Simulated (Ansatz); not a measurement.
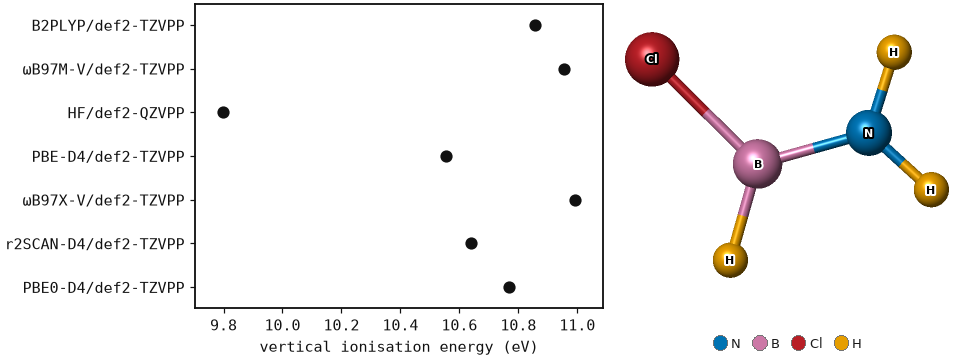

Vertical ionisation energy of BNH₃Cl, SMILES NBCl, taken as the energy of the cation less that of the neutral at fixed geometry (unrestricted doublet cation, cores frozen in correlated methods, no spin-orbit coupling), the Ansatz code, at a PBE0-D4/def2-TZVP geometry (a minimum by its frequencies).

Q: What range do the values span?

A: From 9.80 eV (HF/def2-QZVPP) to 10.99 eV (ωB97X-V/def2-TZVPP).

Q: Give the values.

A:
```
               level     eV
   B2PLYP/def2-TZVPP  10.86
  ωB97M-V/def2-TZVPP  10.96
       HF/def2-QZVPP   9.80
   PBE-D4/def2-TZVPP  10.56
  ωB97X-V/def2-TZVPP  10.99
r2SCAN-D4/def2-TZVPP  10.64
  PBE0-D4/def2-TZVPP  10.77
```
